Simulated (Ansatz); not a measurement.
# LaF2: a trial structure relaxed, part 2 of 2

The task: take a trial cell of LaF2 to zero force and stress.

Ansatz 0.2.0; DFT PBE, scalar-relativistic, plane waves, PAW.

## 4. Full relaxation

The end of the coarse run is made exact in the group found at a tolerance of 0.06 Å and reduced to its primitive cell.

The input, input.yaml:

```yaml
crystal:
  lattice:
    - [4.2719998044, 0.0, 0.0]
    - [-2.1359999022, 3.6996603556, 0.0]
    - [0.0, 0.0, 4.3108095984]
  atoms:
    - { symbol: La, position: [0.0, 0.0, 0.0] }
    - { symbol: F, position: [0.3333333333, 0.6666666667, 0.0] }
    - { symbol: F, position: [0.6666666667, 0.3333333333, 0.0] }
basis:
  ecutwfc: 420
kpoints:
  mp_grid: { grid: [12, 12, 12] }
hamiltonian:
  xc: pbe
scf:
  occupations: { method: gaussian, width: 0.1 }
output:
  forces: true
  stress: true
  eigenvalues: true
relax:
  adjacent_minimum: "off"
  f_tol: 0.01
  max_steps: 80
  cell: { stress_tol: 0.05 }
```

Started as:

```
$ ansatz run input.yaml --threads 1 --pin off --max-ram 2560MiB --backend cpu --events-out ev --progress --plain --runs-dir out
```

The program printed:

```text
Warning: RAYON_NUM_THREADS=1 ignored (pool sized by the plan → 1); use --threads N
Engine: ansatz 0.2.0, x86_64-unknown-linux-gnu
Pseudopotentials: kind: paw
Pseudopotential: La, paw, valence charge 11, recommended cutoff 420 eV (normal), La.paw.azcp
Pseudopotential: F, paw, valence charge 7, recommended cutoff 420 eV (normal), F.paw.azcp
Functional definition: PBE
  parameter kappa = 0.804
  parameter beta = 0.06672455060314922
  exchange = pbe_x(kappa = kappa, mu = beta*pi^2/3)
  correlation = pbe_c(beta = beta)
Crystal: 3 atoms, lattice volume = 68.132 Å³
Basis set: ecut = 420 eV, 1317 PW (Γ), exchange–correlation on 60×60×60 points (8 copies of the dense FFT grid, shifted against one another)
Bands: 17, of which v1, the nominal top of the filled ones, is band 13 counted from 1 (12 counted from 0)
Symmetry: 24 space group operations
Space group: P6/mmm (ITA 191), of the structure as read, at distance tolerance 4.1e-5 Å
k-points: 133 of 1728
Non-local potential: La, projectors of the file, l = 0: 3, l = 1: 2, l = 2: 2, l = 3: 3
Non-local potential: F, projectors of the file, l = 0: 2, l = 1: 2, l = 2: 1
PAW form: soft (Blöchl's): semilocal exchange-correlation on the pseudo side does not see the compensation charge
PAW one-centre angular grid: La, 590 points (default); XC on 64 Gauss nodes
PAW one-centre angular grid: F, 110 points (default); XC on 64 Gauss nodes
Initial density: superposition of atomic densities (neutral atoms: chi_scale 0, normalization atom), corrected by the library's trained network
Initial wavefunctions: pseudopotential atomic-orbital guess
Functional: x = pbe(κ = 0.804, μ = 0.2195149727645171), c = pbe(β = 0.06672455060314922)
SCF iter   1: F=—  HF=-7871.628723 eV  |F-HF|=—  |Δ(HF+E_count)|=         —  Δρ=7.19e-3  dr2=4.30e-2  ethr=1.77e-3  ⟨swp⟩=4.0  Hψ=8611  notcnv=0
preconditioner: auto → Kerker (q_TF=auto, 2.308 Å⁻¹)  [metal: Δε(μ)=0.049 eV  Ē_g=10.857 eV  σ=0.100 eV  W_gap=0.26  n_scr=20 (ndim 8)  ℏωp=19.6 eV  f_vac=0.128  D(μ)=0.63/eV (n_scr^D=0)]
SCF iter   2: F=—  HF=-7871.617659 eV  |F-HF|=—  |Δ(HF+E_count)|=   1.11e-2  Δρ=3.54e-3  dr2=1.32e-2  ethr=1.72e-4  ⟨swp⟩=2.7  Hψ=5098  notcnv=0  defer=32
SCF iter   3: F=—  HF=-7871.614140 eV  |F-HF|=—  |Δ(HF+E_count)|=   3.52e-3  Δρ=9.77e-4  dr2=1.39e-3  ethr=5.26e-5  ⟨swp⟩=2.8  Hψ=4893  notcnv=0  defer=32
SCF iter   4: F=—  HF=-7871.613971 eV  |F-HF|=—  |Δ(HF+E_count)|=   1.69e-4  Δρ=1.06e-3  dr2=6.43e-4  ethr=5.58e-6  ⟨swp⟩=2.4  Hψ=3764  notcnv=0  defer=31
SCF iter   5: F=—  HF=-7871.613776 eV  |F-HF|=—  |Δ(HF+E_count)|=   1.95e-4  Δρ=2.46e-4  dr2=9.58e-5  ethr=2.57e-6  ⟨swp⟩=2.0  Hψ=3203  notcnv=0  defer=28
SCF iter   6: F=—  HF=-7871.613562 eV  |F-HF|=—  |Δ(HF+E_count)|=   2.13e-4  Δρ=1.71e-4  dr2=1.70e-5  ethr=3.83e-7  ⟨swp⟩=2.2  Hψ=3727  notcnv=0  defer=27
SCF iter   7: F=—  HF=-7871.613569 eV  |F-HF|=—  |Δ(HF+E_count)|=   6.74e-6  Δρ=3.96e-5  dr2=2.37e-6  ethr=6.79e-8  ⟨swp⟩=2.1  Hψ=3845  notcnv=0  defer=27
SCF iter   8: F=—  HF=-7871.613572 eV  |F-HF|=—  |Δ(HF+E_count)|=   2.43e-6  Δρ=1.66e-5  dr2=4.82e-7  ethr=9.49e-9  ⟨swp⟩=2.2  Hψ=2949  notcnv=0  defer=27
SCF iter   9: F=-7871.613572 eV  HF=-7871.613572 eV  |F-HF|=1.36e-8  |Δ(HF+E_count)|=   2.78e-7  Δρ=5.27e-6  dr2=2.93e-8  ethr=4.00e-10  ⟨swp⟩=6.7  Hψ=10619  notcnv=0
SCF 1 converged in 9 iterations: F = -7871.613572 eV  dr2 = 2.93e-8
relax step   1: F+E_penalty+E_count = -7871.61357182 eV  Δ(F+E_penalty+E_count) = +0.000e0 eV  max|allowed force component| = 3.701e-17 eV/Å  Δτ_max = 0.0000 Å  P = +0.234 GPa  Ω = 68.132 Å³  (9 SCF iters, dr2 threshold 1.00e-7 eV, accepted)
Crystal: 3 atoms, lattice volume = 66.976 Å³
Basis set: ecut = 420 eV, 1281 PW (Γ), exchange–correlation on 60×60×60 points (8 copies of the dense FFT grid, shifted against one another)
Initial density: handed on by an earlier stage of this run
Initial wavefunctions: those handed on with the density
iter 1 solved again at ethr=1.91e-5 eV; its pass at ethr=3.10e-3 eV (dr2=4.79e-3 eV) is discarded
SCF iter   1: F=—  HF=-7871.625502 eV  |F-HF|=—  |Δ(HF+E_count)|=         —  Δρ=2.64e-3  dr2=4.72e-3  ethr=1.91e-5  ⟨swp⟩=1.8  Hψ=18010  notcnv=0
preconditioner: auto → Kerker (q_TF=auto, 2.315 Å⁻¹)  [metal: Δε(μ)=0.013 eV  Ē_g=10.571 eV  σ=0.100 eV  W_gap=0.07  n_scr=20 (ndim 8)  ℏωp=19.8 eV  f_vac=0.101  D(μ)=0.52/eV (n_scr^D=0)]
SCF iter   2: F=—  HF=-7871.625282 eV  |F-HF|=—  |Δ(HF+E_count)|=   2.20e-4  Δρ=1.30e-3  dr2=1.49e-3  ethr=1.89e-5  ⟨swp⟩=2.2  Hψ=3231  notcnv=0
SCF iter   3: F=—  HF=-7871.625441 eV  |F-HF|=—  |Δ(HF+E_count)|=   1.58e-4  Δρ=7.25e-4  dr2=6.81e-4  ethr=5.96e-6  ⟨swp⟩=1.3  Hψ=2333  notcnv=0
SCF iter   4: F=—  HF=-7871.625512 eV  |F-HF|=—  |Δ(HF+E_count)|=   7.12e-5  Δρ=2.22e-4  dr2=4.61e-5  ethr=2.72e-6  ⟨swp⟩=2.6  Hψ=3717  notcnv=0
SCF iter   5: F=—  HF=-7871.625281 eV  |F-HF|=—  |Δ(HF+E_count)|=   2.31e-4  Δρ=6.66e-5  dr2=4.86e-6  ethr=1.84e-7  ⟨swp⟩=2.7  Hψ=3427  notcnv=0
SCF iter   6: F=—  HF=-7871.625287 eV  |F-HF|=—  |Δ(HF+E_count)|=   6.24e-6  Δρ=1.79e-5  dr2=3.88e-7  ethr=1.95e-8  ⟨swp⟩=2.2  Hψ=3382  notcnv=0
SCF iter   7: F=-7871.625287 eV  HF=-7871.625287 eV  |F-HF|=8.83e-9  |Δ(HF+E_count)|=   4.67e-7  Δρ=5.28e-6  dr2=4.44e-8  ethr=1.20e-9  ⟨swp⟩=6.1  Hψ=11068  notcnv=0
the search or the solves at the SCF's close seem to have found levels that the self-consistency loop had missed (the run counts 1). By its estimate they hold under 1e-12 electrons; where the run keeps them, the occupations were computed again with them
SCF 2 converged in 7 iterations: F = -7871.625287 eV  dr2 = 4.44e-8
relax step   2: F+E_penalty+E_count = -7871.62528740 eV  Δ(F+E_penalty+E_count) = -1.172e-2 eV  max|allowed force component| = 7.401e-17 eV/Å  Δτ_max = 0.0000 Å  P = -0.269 GPa  Ω = 66.976 Å³  energy of the carried Pulay correction = +2.548e-3 eV  (7 SCF iters, dr2 threshold 3.00e-7 eV, accepted)
Crystal: 3 atoms, lattice volume = 66.246 Å³
Basis set: ecut = 420 eV, 1279 PW (Γ), exchange–correlation on 60×60×60 points (8 copies of the dense FFT grid, shifted against one another)
iter 1 solved again at ethr=4.05e-6 eV; its pass at ethr=3.10e-3 eV (dr2=1.01e-3 eV) is discarded
SCF iter   1: F=—  HF=-7871.627773 eV  |F-HF|=—  |Δ(HF+E_count)|=         —  Δρ=1.02e-3  dr2=9.65e-4  ethr=4.05e-6  ⟨swp⟩=1.9  Hψ=17879  notcnv=0
preconditioner: auto → Kerker (q_TF=auto, 2.319 Å⁻¹)  [metal: Δε(μ)=0.037 eV  Ē_g=10.609 eV  σ=0.100 eV  W_gap=0.20  n_scr=20 (ndim 8)  ℏωp=19.9 eV  f_vac=0.110  D(μ)=0.48/eV (n_scr^D=0)]
SCF iter   2: F=—  HF=-7871.627615 eV  |F-HF|=—  |Δ(HF+E_count)|=   1.58e-4  Δρ=5.34e-4  dr2=2.79e-4  ethr=3.86e-6  ⟨swp⟩=2.1  Hψ=3093  notcnv=0
SCF iter   3: F=—  HF=-7871.627575 eV  |F-HF|=—  |Δ(HF+E_count)|=   3.94e-5  Δρ=2.72e-4  dr2=1.21e-4  ethr=1.12e-6  ⟨swp⟩=1.1  Hψ=2271  notcnv=0
SCF iter   4: F=—  HF=-7871.627288 eV  |F-HF|=—  |Δ(HF+E_count)|=   2.88e-4  Δρ=9.32e-5  dr2=6.61e-6  ethr=4.84e-7  ⟨swp⟩=2.3  Hψ=3580  notcnv=0
SCF iter   5: F=—  HF=-7871.627293 eV  |F-HF|=—  |Δ(HF+E_count)|=   5.04e-6  Δρ=2.11e-5  dr2=4.52e-7  ethr=2.65e-8  ⟨swp⟩=2.1  Hψ=3318  notcnv=0
SCF iter   6: F=-7871.627294 eV  HF=-7871.627293 eV  |F-HF|=4.80e-8  |Δ(HF+E_count)|=   8.17e-7  Δρ=6.05e-6  dr2=3.97e-8  ethr=7.80e-10  ⟨swp⟩=6.2  Hψ=11290  notcnv=0
SCF 3 converged in 6 iterations: F = -7871.627294 eV  dr2 = 3.97e-8
relax step   3: F+E_penalty+E_count = -7871.62729353 eV  Δ(F+E_penalty+E_count) = -2.006e-3 eV  max|allowed force component| = 7.401e-17 eV/Å  Δτ_max = 0.0000 Å  P = +0.107 GPa  Ω = 66.246 Å³  energy of the carried Pulay correction = +4.176e-3 eV  (6 SCF iters, dr2 threshold 1.95e-7 eV, accepted)
Crystal: 3 atoms, lattice volume = 66.440 Å³
iter 1 solved again at ethr=3.13e-7 eV; its pass at ethr=3.10e-3 eV (dr2=7.83e-5 eV) is discarded
SCF iter   1: F=—  HF=-7871.627199 eV  |F-HF|=—  |Δ(HF+E_count)|=         —  Δρ=2.68e-4  dr2=6.90e-5  ethr=3.13e-7  ⟨swp⟩=2.0  Hψ=17222  notcnv=0
preconditioner: auto → Kerker (q_TF=auto, 2.318 Å⁻¹)  [metal: Δε(μ)=0.030 eV  Ē_g=10.639 eV  σ=0.100 eV  W_gap=0.17  n_scr=20 (ndim 8)  ℏωp=19.9 eV  f_vac=0.123  D(μ)=0.49/eV (n_scr^D=0)]
SCF iter   2: F=—  HF=-7871.626921 eV  |F-HF|=—  |Δ(HF+E_count)|=   2.78e-4  Δρ=1.44e-4  dr2=1.94e-5  ethr=2.76e-7  ⟨swp⟩=2.0  Hψ=3103  notcnv=0
SCF iter   3: F=—  HF=-7871.626916 eV  |F-HF|=—  |Δ(HF+E_count)|=   4.57e-6  Δρ=7.29e-5  dr2=8.71e-6  ethr=7.75e-8  ⟨swp⟩=1.0  Hψ=2304  notcnv=0
SCF iter   4: F=—  HF=-7871.626914 eV  |F-HF|=—  |Δ(HF+E_count)|=   1.78e-6  Δρ=2.47e-5  dr2=4.74e-7  ethr=3.48e-8  ⟨swp⟩=2.2  Hψ=3468  notcnv=0
SCF iter   5: F=-7871.626915 eV  HF=-7871.626915 eV  |F-HF|=5.45e-8  |Δ(HF+E_count)|=   3.11e-7  Δρ=5.60e-6  dr2=2.80e-8  ethr=1.36e-10  ⟨swp⟩=4.2  Hψ=10641  notcnv=0
SCF 4 converged in 5 iterations: F = -7871.626915 eV  dr2 = 2.80e-8
relax step   4: F+E_penalty+E_count = -7871.62691475 eV  Δ(F+E_penalty+E_count) = +3.788e-4 eV  max|allowed force component| = 6.476e-17 eV/Å  Δτ_max = 0.0000 Å  P = -0.001 GPa  Ω = 66.440 Å³  energy of the carried Pulay correction = +3.741e-3 eV  (5 SCF iters, dr2 threshold 3.41e-8 eV, accepted)
Initial wavefunctions: pseudopotential atomic-orbital guess (no wavefunctions were taken with the density)
iter 1 solved again at ethr=8.41e-8 eV; its pass at ethr=3.10e-3 eV (dr2=2.10e-5 eV) is discarded
SCF iter   1: F=—  HF=-7871.624815 eV  |F-HF|=—  |Δ(HF+E_count)|=         —  Δρ=2.10e-4  dr2=3.86e-6  ethr=8.41e-8  ⟨swp⟩=3.5  Hψ=16227  notcnv=0
preconditioner: auto → Kerker (q_TF=auto, 2.318 Å⁻¹)  [metal: Δε(μ)=0.030 eV  Ē_g=10.631 eV  σ=0.100 eV  W_gap=0.17  n_scr=20 (ndim 8)  ℏωp=19.9 eV  f_vac=0.122  D(μ)=0.49/eV (n_scr^D=0)]
SCF iter   2: F=—  HF=-7871.624557 eV  |F-HF|=—  |Δ(HF+E_count)|=   2.59e-4  Δρ=1.01e-4  dr2=1.02e-6  ethr=1.54e-8  ⟨swp⟩=2.0  Hψ=3761  notcnv=0
SCF iter   3: F=—  HF=-7871.624560 eV  |F-HF|=—  |Δ(HF+E_count)|=   3.08e-6  Δρ=2.79e-5  dr2=9.73e-8  ethr=4.08e-9  ⟨swp⟩=2.2  Hψ=3128  notcnv=0
SCF iter   4: F=—  HF=-7871.624560 eV  |F-HF|=—  |Δ(HF+E_count)|=   2.04e-7  Δρ=3.12e-6  dr2=1.26e-8  ethr=3.89e-10  ⟨swp⟩=2.0  Hψ=3794  notcnv=0
SCF iter   5: F=—  HF=-7871.624560 eV  |F-HF|=—  |Δ(HF+E_count)|=   8.68e-9  Δρ=1.82e-6  dr2=2.34e-9  ethr=5.03e-11  ⟨swp⟩=2.5  Hψ=3787  notcnv=0
SCF iter   6: F=—  HF=-7871.624560 eV  |F-HF|=—  |Δ(HF+E_count)|=   1.03e-9  Δρ=5.09e-7  dr2=1.25e-10  ethr=9.35e-12  ⟨swp⟩=2.2  Hψ=3543  notcnv=0
SCF iter   7: F=-7871.624560 eV  HF=-7871.624560 eV  |F-HF|=8.19e-12  |Δ(HF+E_count)|=  1.79e-10  Δρ=8.63e-8  dr2=6.27e-12  ethr=1.00e-12  ⟨swp⟩=5.9  Hψ=10091  notcnv=0
SCF 5 converged in 7 iterations: F = -7871.624560 eV  dr2 = 6.27e-12
relax step   5: F+E_penalty+E_count = -7871.62456001 eV  Δ(F+E_penalty+E_count) = +2.355e-3 eV  max|allowed force component| = 6.476e-17 eV/Å  Δτ_max = 0.0000 Å  P = -0.086 GPa  Ω = 66.440 Å³  stress off target by 1.92e-1 GPa  SCF on the basis re-selected at this cell (its energy is not comparable with the rows above)  (7 SCF iters)
basis re-selected at this cell: Δ(F+E_penalty+E_count) = +2.355e-3 eV, ΔP = -0.085 GPa vs the last step (what re-selecting the basis moved, of the pressure what is left beyond the Pulay correction that the steps carried, after the strain that the cell walked since its last selection, with what the two solves' SCF thresholds leave and, on support functions, any second-order correction that the steps lacked; it is no measure of the basis error at this ecutwfc). This SCF's stress stands 1.92e-1 GPa from its target on what of the cell is left free (relax.cell.stress_tol is 5.00e-2 GPa) and its largest allowed force component is 6.48e-17 eV/Å (relax.f_tol is 1.00e-2 eV/Å): not within both, so this SCF does not close the relaxation
Crystal: 3 atoms, lattice volume = 66.108 Å³
iter 1 solved again at ethr=1.08e-6 eV; its pass at ethr=3.10e-3 eV (dr2=2.70e-4 eV) is discarded
SCF iter   1: F=—  HF=-7871.625791 eV  |F-HF|=—  |Δ(HF+E_count)|=         —  Δρ=5.47e-4  dr2=2.45e-4  ethr=1.08e-6  ⟨swp⟩=2.0  Hψ=16679  notcnv=0
preconditioner: auto → Kerker (q_TF=auto, 2.320 Å⁻¹)  [metal: Δε(μ)=0.046 eV  Ē_g=10.621 eV  σ=0.100 eV  W_gap=0.25  n_scr=20 (ndim 8)  ℏωp=19.9 eV  f_vac=0.115  D(μ)=0.47/eV (n_scr^D=0)]
SCF iter   2: F=—  HF=-7871.625762 eV  |F-HF|=—  |Δ(HF+E_count)|=   2.90e-5  Δρ=2.83e-4  dr2=7.28e-5  ethr=9.81e-7  ⟨swp⟩=2.1  Hψ=3135  notcnv=0
SCF iter   3: F=—  HF=-7871.625486 eV  |F-HF|=—  |Δ(HF+E_count)|=   2.76e-4  Δρ=1.54e-4  dr2=3.44e-5  ethr=2.91e-7  ⟨swp⟩=2.1  Hψ=3213  notcnv=0
SCF iter   4: F=—  HF=-7871.625483 eV  |F-HF|=—  |Δ(HF+E_count)|=   2.90e-6  Δρ=5.46e-5  dr2=2.18e-6  ethr=1.38e-7  ⟨swp⟩=2.1  Hψ=3253  notcnv=0
SCF iter   5: F=—  HF=-7871.625484 eV  |F-HF|=—  |Δ(HF+E_count)|=   1.46e-6  Δρ=1.39e-5  dr2=1.14e-7  ethr=8.74e-9  ⟨swp⟩=2.3  Hψ=3594  notcnv=0
SCF iter   6: F=-7871.625484 eV  HF=-7871.625484 eV  |F-HF|=8.26e-9  |Δ(HF+E_count)|=   1.93e-7  Δρ=3.55e-6  dr2=1.23e-8  ethr=3.68e-10  ⟨swp⟩=5.3  Hψ=9433  notcnv=0
the search or the solves at the SCF's close seem to have found levels that the self-consistency loop had missed (the run counts 1). By its estimate they hold under 1e-12 electrons; where the run keeps them, the occupations were computed again with them
SCF 6 converged in 6 iterations: F = -7871.625484 eV  dr2 = 1.23e-8
relax step   6: F+E_penalty+E_count = -7871.62548437 eV  Δ(F+E_penalty+E_count) = -9.244e-4 eV  max|allowed force component| = 4.626e-17 eV/Å  Δτ_max = 0.0000 Å  P = -0.005 GPa  Ω = 66.108 Å³  energy of the carried Pulay correction = +7.386e-4 eV  (6 SCF iters, dr2 threshold 9.21e-8 eV, accepted)
iter 1 solved again at ethr=7.74e-8 eV; its pass at ethr=3.10e-3 eV (dr2=1.93e-5 eV) is discarded
SCF iter   1: F=—  HF=-7871.625040 eV  |F-HF|=—  |Δ(HF+E_count)|=         —  Δρ=4.36e-5  dr2=1.67e-7  ethr=7.74e-8  ⟨swp⟩=3.6  Hψ=16339  notcnv=0
preconditioner: auto → Kerker (q_TF=auto, 2.320 Å⁻¹)  [metal: Δε(μ)=0.045 eV  Ē_g=10.635 eV  σ=0.100 eV  W_gap=0.25  n_scr=20 (ndim 8)  ℏωp=19.9 eV  f_vac=0.118  D(μ)=0.47/eV (n_scr^D=0)]
SCF iter   2: F=—  HF=-7871.624768 eV  |F-HF|=—  |Δ(HF+E_count)|=   2.72e-4  Δρ=2.18e-5  dr2=4.57e-8  ethr=6.70e-10  ⟨swp⟩=2.2  Hψ=3953  notcnv=0
SCF iter   3: F=—  HF=-7871.624768 eV  |F-HF|=—  |Δ(HF+E_count)|=   9.11e-8  Δρ=2.81e-6  dr2=3.61e-9  ethr=1.83e-10  ⟨swp⟩=2.0  Hψ=3754  notcnv=0
SCF iter   4: F=—  HF=-7871.624768 eV  |F-HF|=—  |Δ(HF+E_count)|=   2.29e-9  Δρ=1.37e-6  dr2=1.16e-9  ethr=1.44e-11  ⟨swp⟩=2.0  Hψ=3519  notcnv=0
SCF iter   5: F=—  HF=-7871.624768 eV  |F-HF|=—  |Δ(HF+E_count)|=  2.66e-10  Δρ=8.18e-7  dr2=6.21e-10  ethr=4.64e-12  ⟨swp⟩=2.0  Hψ=3799  notcnv=0
SCF iter   6: F=—  HF=-7871.624768 eV  |F-HF|=—  |Δ(HF+E_count)|=  1.54e-10  Δρ=2.76e-7  dr2=9.59e-11  ethr=2.48e-12  ⟨swp⟩=2.2  Hψ=3361  notcnv=0
SCF iter   7: F=-7871.624768 eV  HF=-7871.624768 eV  |F-HF|=1.64e-11  |Δ(HF+E_count)|=  2.82e-11  Δρ=1.85e-7  dr2=1.54e-11  ethr=1.00e-12  ⟨swp⟩=5.6  Hψ=9892  notcnv=0
SCF 7 converged in 7 iterations: F = -7871.624768 eV  dr2 = 1.54e-11
relax step   7: F+E_penalty+E_count = -7871.62476799 eV  Δ(F+E_penalty+E_count) = +7.164e-4 eV  max|allowed force component| = 3.701e-17 eV/Å  Δτ_max = 0.0000 Å  P = -0.021 GPa  Ω = 66.108 Å³  stress off target by 2.27e-2 GPa  SCF on the basis re-selected at this cell (its energy is not comparable with the rows above)  (7 SCF iters)
basis re-selected at this cell: Δ(F+E_penalty+E_count) = +7.164e-4 eV, ΔP = -0.015 GPa vs the last step (what re-selecting the basis moved, of the pressure what is left beyond the Pulay correction that the steps carried, after the strain that the cell walked since its last selection, with what the two solves' SCF thresholds leave and, on support functions, any second-order correction that the steps lacked; it is no measure of the basis error at this ecutwfc). This SCF's stress stands 2.27e-2 GPa from its target on what of the cell is left free (relax.cell.stress_tol is 5.00e-2 GPa) and its largest allowed force component is 3.70e-17 eV/Å (relax.f_tol is 1.00e-2 eV/Å): within both
SCF converged after 7 iterations
Free energy (F): -7871.624768 eV
Harris-Foulkes:  -7871.624768 eV  (|F-HF|=1.64e-11)
Internal energy: -7871.622435 eV  (E = F + TS)
E sigma→0 (E₀):  -7871.623601 eV
Entropy (-TS):   -0.002333 eV (-0.778 meV/atom)
Fermi energy:    8.054204 eV
--- Per-component energies (eV) ---
  E_band       = -157.555675
  E_kinetic    = 603.213782
  E_local      = -2000.207563  (includes V_loc(G=0)·N_el)
  E_nonlocal   = 242.899971
  E_hartree    = 772.063401
  E_xc         = -298.310345
  E_vxc        = -351.155059  (∫ρ·V_xc dr)
  E_paw        = -5817.881452  (= ΣΔE_a)
  E_vpaw       = -196.437747  (= ΣTr[D̂ρ^β])
  E_aug_tail   = 0.004096  (compensation charges beyond the density's cutoff)
  E_ewald      = -1373.404324
  E_smearing   = -0.002333  (= −TS)
  E_closure    = -0.000000  (closes the sum)
  Σ components = -7871.624768   (vs F -7871.624768, Δ=0.00e0)
--- Forces (eV/Å), atoms counted from 1 ---
  atom   1  La    -0.00000000     0.00000000     0.00000000
  atom   2  F     -0.00000000     0.00000000     0.00000000
  atom   3  F     -0.00000000    -0.00000000     0.00000000
  max |Σ_I F_I| component: 2.31e-17 eV/Å
--- Stress (GPa, compression-positive) ---
       -0.022685       0.000000       0.000000
        0.000000      -0.022685       0.000000
        0.000000       0.000000      -0.017194
  P = ⅓ Tr σ = -0.0209 GPa (-0.209 kbar)
--- Band table (eV; the first three rows and the last of 133) ---
  k-point 0: bands = ["-26.0491", "-17.5766", "-16.9126", "-9.6528", "-9.6528", "-9.4626", "-0.6576", "-0.6576", "1.1185", "1.9695", "2.5766", "2.5766", "6.1140", "8.7467", "8.7467", "8.8016", "8.8016"]
  k-point 1: bands = ["-26.0478", "-17.5762", "-16.9124", "-9.6512", "-9.6512", "-9.4830", "-0.6557", "-0.6557", "1.0990", "1.9637", "2.5769", "2.5769", "6.2638", "8.7420", "8.7420", "8.8069", "8.8069"]
  k-point 2: bands = ["-26.0445", "-17.5751", "-16.9118", "-9.6470", "-9.6470", "-9.5382", "-0.6506", "-0.6506", "1.0473", "1.9482", "2.5774", "2.5774", "6.6949", "8.7293", "8.7293", "8.8230", "8.8230"]
  k-point 132: bands = ["-25.9174", "-17.5604", "-17.5604", "-9.6692", "-9.3250", "-9.3250", "-0.3419", "1.0831", "1.0831", "1.5524", "1.5524", "2.0465", "8.6623", "8.8348", "8.8348", "8.8761", "8.9308"]
--- Relaxed structure (5 steps of the walk, 5 accepted, 2 SCFs on fresh bases) ---
  F+E_penalty+E_count = -7871.62476799 eV   max|allowed force component| = 3.701e-17 eV/Å   (the final SCF, on the basis selected at the relaxed cell)
  cell:  # Å, volume = 66.1080 Å³
    - [4.291063506348031, 0.0, 0.0]
    - [-2.1455317531740157, 3.716170005749724, 0.0]
    - [0.0, 0.0, 4.1456591693092815]
  atoms:
    - { symbol: La, position: [-9.090706090958277e-35, -1.0104107309086307e-34, 0.0] }
    - { symbol: F, position: [0.33333333333333326, 0.6666666666666665, 0.0] }
    - { symbol: F, position: [0.6666666666666665, 0.33333333333333326, 0.0] }
```

Run time: 81 s. Hardware: 1 thread of Intel Xeon at 2.70GHz, shared host; peak memory 0.47 GiB.

The steps of the relaxation:

```
step  E - E(step 1) (eV/cell)  largest force component (eV/Å)  pressure (GPa)  volume (Å³)
   1                   0.0000                          0.0000            0.23        68.13
   2                  -0.0117                          0.0000           -0.27        66.98
   3                  -0.0137                          0.0000            0.11        66.25
   4                  -0.0133                          0.0000            0.00        66.44
   5                  -0.0110                          0.0000           -0.09        66.44
   6                  -0.0119                          0.0000           -0.01        66.11
   7                  -0.0112                          0.0000           -0.02        66.11
```

Step 1 is the start. Steps 5, 7 each repeat the geometry before them on a plane-wave basis chosen anew, so the energy can jump there without any move.

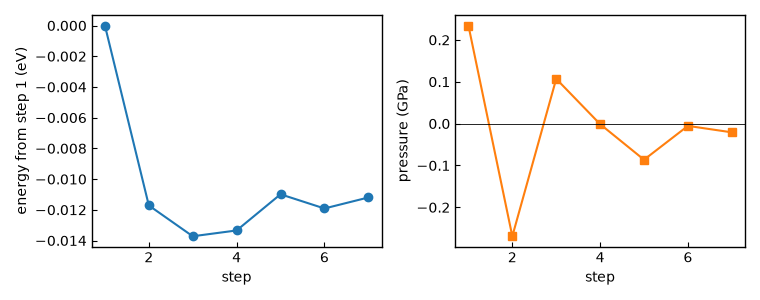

Energy and pressure along the relaxation.

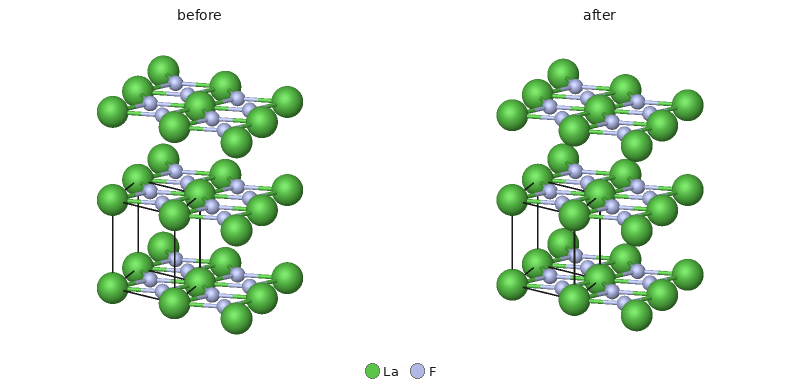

Before and after, at one scale.

|  | before | after | change |
| --- | --- | --- | --- |
| a (Å) | 4.272 | 4.291 | +0.4 % |
| b (Å) | 4.272 | 4.291 | +0.4 % |
| c (Å) | 4.311 | 4.146 | -3.8 % |
| volume (Å³/atom) | 22.71 | 22.04 | -3.0 % |
| shortest distance (Å) | 2.466 | 2.477 | +0.4 % |
| space group (0.01 Å) | P6/mmm | P6/mmm | same |

Forces and stress were held to the start's 24 operations: a distortion of lower symmetry was not tested.

## 5. Results

What follows sums up all 2 parts.

```
                                                              quantity                                                                       value
                                symmetry at the end (tolerance 0.05 Å)                                                space group P6/mmm (No. 191)
                                                     conventional cell  a = 4.291 Å, b = 4.291 Å, c = 4.146 Å, α = 90.00°, β = 90.00°, γ = 120.00°
                                                                volume                                                               22.04 Å³/atom
energy over the elements (uncorrected; H, N, O, F and Cl as molecules)                                                               -3.45 eV/atom
                                                       gap on the mesh                                                                none (metal)
```

What this shows: The space group P6/mmm (No. 191) is kept, at nearly the size of the first guess. A negative formation energy is needed for stability but isn't enough; other structures and compounds were not set against it here. No finished test with a distortion of lower symmetry is shown, so the end may be a saddle point. The runs treat La without spin-orbit coupling. Spin polarisation is off in the runs that give these values; a magnetic solution could lie lower.
